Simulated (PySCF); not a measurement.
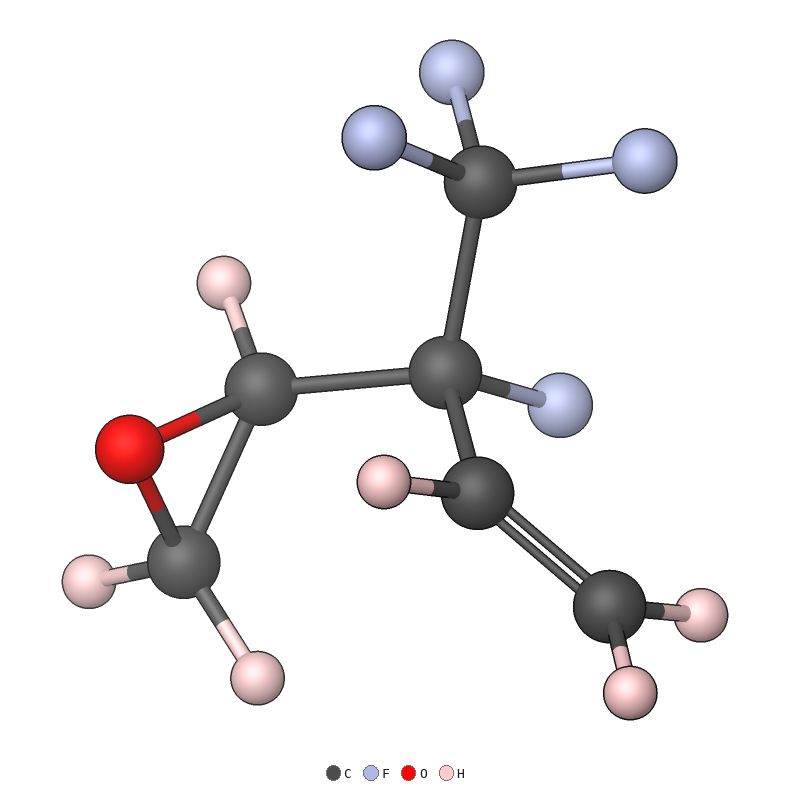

A ball-and-stick model of a molecule. Double and triple bonds are drawn as two and three sticks.

The computed structure is the end point of a PBE0-D3(BJ)/def2-SVP optimisation. No frequency run is at hand to confirm it as a minimum.

Description:

The molecule is C6H6F4O. As SMILES it reads `C=C[C@@](F)([C@H]1CO1)C(F)(F)F`. Independent rings (smallest set): 1 of 3 members. Among its groups: ether, alkene, C–F bond. The point group is C1. Coordination, clear cases only: 2 C trigonal planar; 2 C tetrahedral.

The parts below concern this one geometry. Atoms keep their numbers from picture to picture.

Geometry

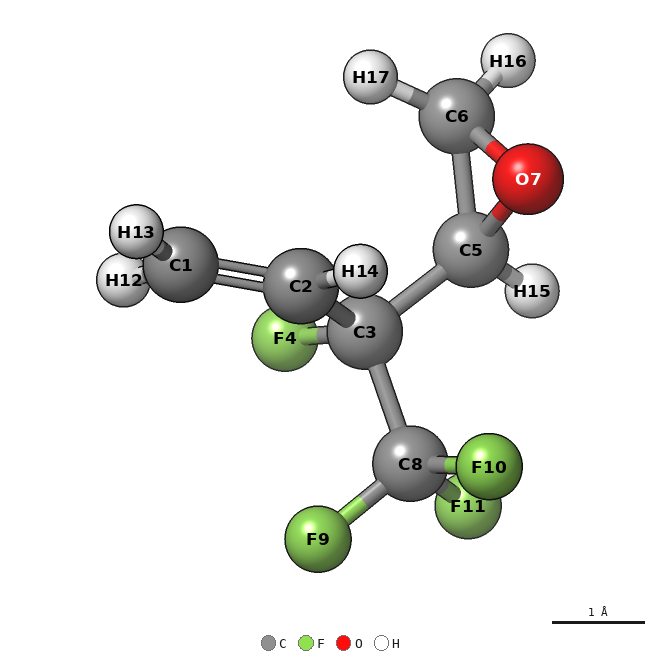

Numbered structure. No frequency run is at hand to confirm it as a minimum.

Give the bond lengths. Leave out bonds to hydrogen.

```csv
bond,length (Å),order
C1–C2,1.330,double
C2–C3,1.499,single
C3–F4,1.375,single
C3–C5,1.520,single
C3–C8,1.538,single
C5–C6,1.460,single
C5–O7,1.402,single
C6–O7,1.413,single
C8–F9,1.327,single
C8–F10,1.332,single
C8–F11,1.333,single
```

NMR shielding

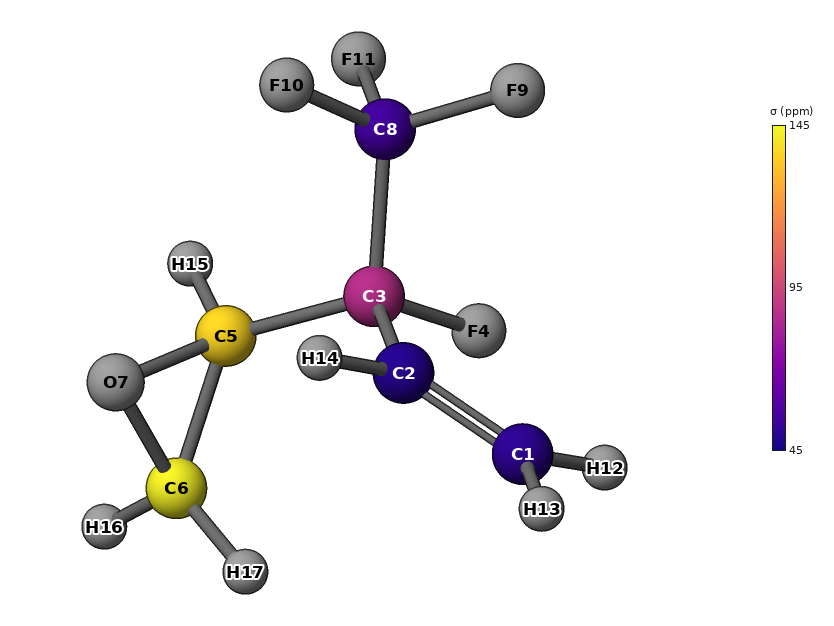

Atoms are coloured by their isotropic NMR shieldings (C only, the others grey). No frequency run is at hand to confirm it as a minimum. Properties computed with GIAO PBE0/pcSseg-1 NMR shielding, non-relativistic, IEF-PCM dimethylsulfoxide (PySCF 2.14.0).

List the isotropic NMR shieldings of the C atoms.

| atom | σ (ppm) |
| --- | --- |
| C1 | 50.9 |
| C2 | 49.4 |
| C3 | 87.5 |
| C5 | 136.8 |
| C6 | 142.9 |
| C8 | 55.9 |

Quadrupole coupling

No frequency run is at hand to confirm it as a minimum. Electric field gradients from the ground-state density, PBE0/pcSseg-1 in benzene (IEF-PCM) (PySCF 2.14.0), non-relativistic apart from any core potentials.

Give the largest field-gradient component, the quadrupole coupling constant and the asymmetry for 17O at O7 (Q = −25.6 mb), 2H at H12 (Q = 2.86 mb), 2H at H13 (Q = 2.86 mb), 2H at H14 (Q = 2.86 mb), 2H at H15 (Q = 2.86 mb).

```tsv
atom	V_zz (a.u.)	e²qQ/h (MHz)	η
O7	−2.268	13.64	0.10
H12	0.302	0.203	0.04
H13	0.305	0.205	0.04
H14	0.298	0.201	0.08
H15	0.282	0.189	0.08
```

Electronic properties

No frequency run is at hand to confirm it as a minimum. Method: PBE0/pcSseg-1 in benzene (IEF-PCM) (PySCF 2.14.0).

What is the HOMO energy (Kohn–Sham orbital)?

Answer. −8.12 eV.

Give the HOMO–LUMO gap at this level.

Answer. 7.73 eV.

What is the dipole moment?

Answer. 2.57 D.

Ring current

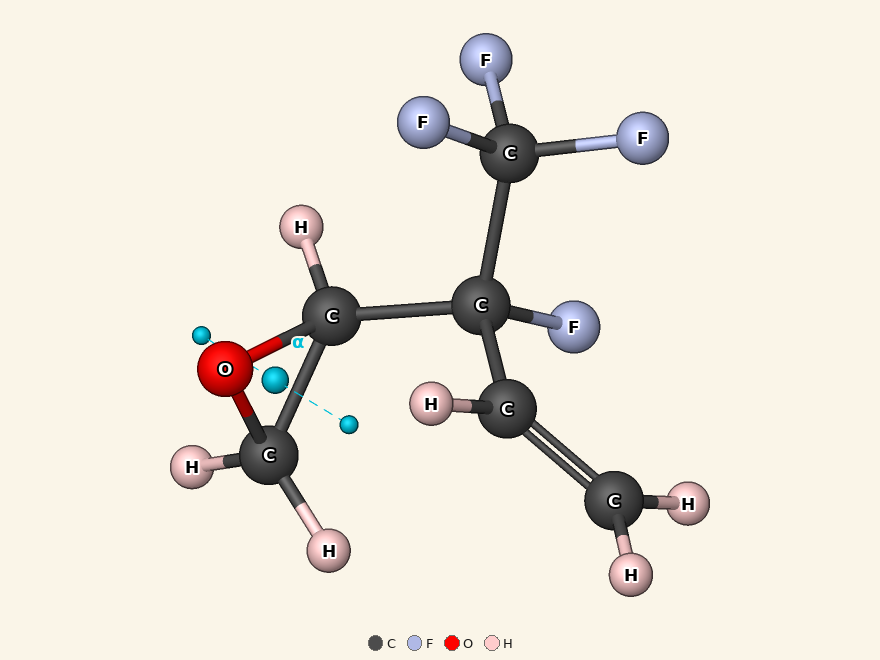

The small points mark where nucleus-independent chemical shifts (NICS) were computed: at the centre of each lettered ring and 1 Å above and below it. No frequency run is at hand to confirm it as a minimum. Method: GIAO PBE0/pcSseg-1 NMR shielding, non-relativistic, IEF-PCM dimethylsulfoxide (PySCF 2.14.0).

Give NICS(0), NICS(1) and the out-of-plane component NICS(1)zz for each ring (means of the two sides).

```tsv
ring	members	NICS(0)	NICS(1)	NICS(1)zz
α	C2O	−46.9	−6.8	−23.7
```

Values in ppm.
